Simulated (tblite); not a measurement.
C₅H₁₁OSi: frequency calculation

C₅H₁₁OSi, multiplicity 2, computed with GFN2-xTB harmonic vibrations, gas phase (tblite 0.8.0).

It belongs to a series of runs on one base structure; here: H added to sp2 C.

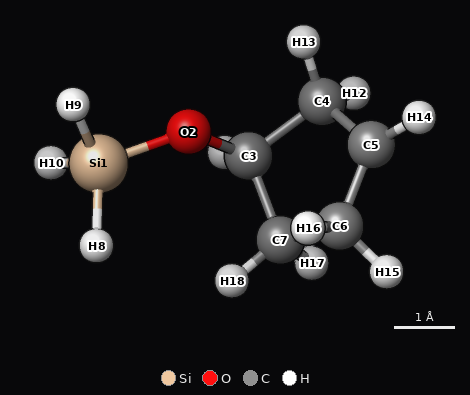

Figure 1. The structure (ball-and-stick view, seen at a tilt; atoms are numbered from 1 in the order of the input). Bond lengths as drawn: C–C 1.48 to 1.54 Å, C–H 1.07 to 1.10 Å, C–O 1.40 Å, H–Si 1.45 to 1.47 Å and O–Si 1.61 Å.

Results in brief:

| quantity | value |
| --- | --- |
| outcome | converged |
| total energy | −601.4062 eV |
| zero-point energy | 88.9930 kcal/mol |
| hardware | 1 CPU thread, shared host |
| wall time | 0.57 s |
| peak memory | 0.18 GiB |

The input:
```
{"job": {"kind": "ir", "xc": "GFN2-xTB", "basis": "xTB"}, "charge": 0, "multiplicity": 2}
Si     2.346302     0.799055    -1.034736
O      0.942655     0.923758    -0.249916
C      0.307765     0.094427     0.679667
C     -1.017208     0.756911     1.094000
C     -2.011189     0.192748     0.153589
C     -1.436280    -0.899880    -0.662141
C     -0.130966    -1.239289     0.063817
H      2.381396    -0.333695    -1.968966
H      2.345229     2.081039    -1.719517
H      3.467155     0.626886    -0.103438
H      0.982849    -0.058085     1.532296
H     -1.251164     0.513824     2.139676
H     -0.941308     1.846663     1.027751
H     -2.983410     0.614901    -0.007758
H     -2.105476    -1.760474    -0.756547
H     -1.218268    -0.555995    -1.684167
H     -0.321761    -1.952967     0.866119
H      0.634919    -1.643510    -0.594714
```

The first line tells a small driver script what to run in tblite; the rest is the geometry in Å.

Command:
```bash
OMP_NUM_THREADS=1 python <driver script> task.json out
```

The program's output:
```
mode    cm-1     km/mol
  1      18.0      0.34
  2      94.1      0.23
  3     138.3      0.55
  4     166.5      1.78
  5     187.0      2.86
  6     315.6     26.40
  7     325.6      0.58
  8     409.6      1.70
  9     606.2     73.66
 10     623.2     44.30
 11     650.4     19.68
 12     705.5     19.60
 13     750.5    216.93
 14     763.4     27.98
 15     813.5    265.79
 16     828.6      1.32
 17     845.5    296.37
 18     924.2     13.03
 19     947.9     26.22
 20     960.3      7.38
 21     982.9      3.63
 22    1013.9      9.34
 23    1073.8      0.42
 24    1075.9     69.17
 25    1094.0     45.59
 26    1107.4     15.19
 27    1159.6     29.33
 28    1202.2    118.48
 29    1237.1     33.16
 30    1263.6      2.30
 31    1277.5     11.08
 32    1303.9      1.57
 33    1321.0     18.71
 34    1333.5     16.56
 35    1440.0      4.36
 36    1454.2      1.97
 37    1473.5      3.57
 38    2189.6    397.38
 39    2229.2    216.92
 40    2344.7    259.46
 41    2840.0     30.73
 42    2850.5     23.85
 43    2876.8     92.86
 44    2932.7     47.55
 45    2935.2     25.04
 46    2990.3     45.56
 47    3021.8     38.52
 48    3153.0     44.93
```

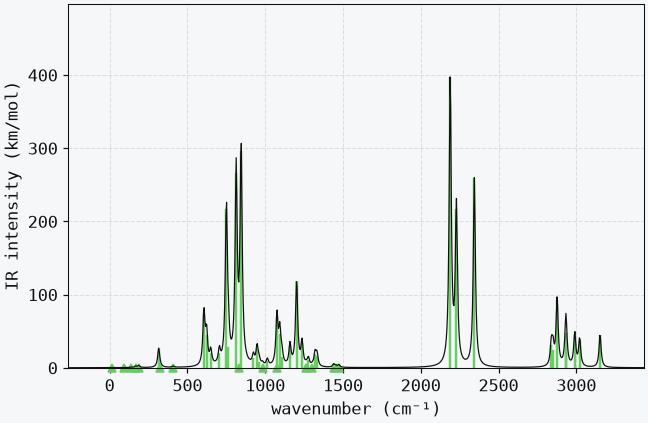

Figure 2. Harmonic infrared spectrum, unscaled: sticks (degenerate modes added up, dark ones marked on the axis) with a Lorentzian envelope of 16 cm⁻¹ full width, scaled to the tallest stick. 48 modes from 18 to 3153 cm⁻¹, none imaginary. The strongest line is at 2190 cm⁻¹ (397 km/mol).
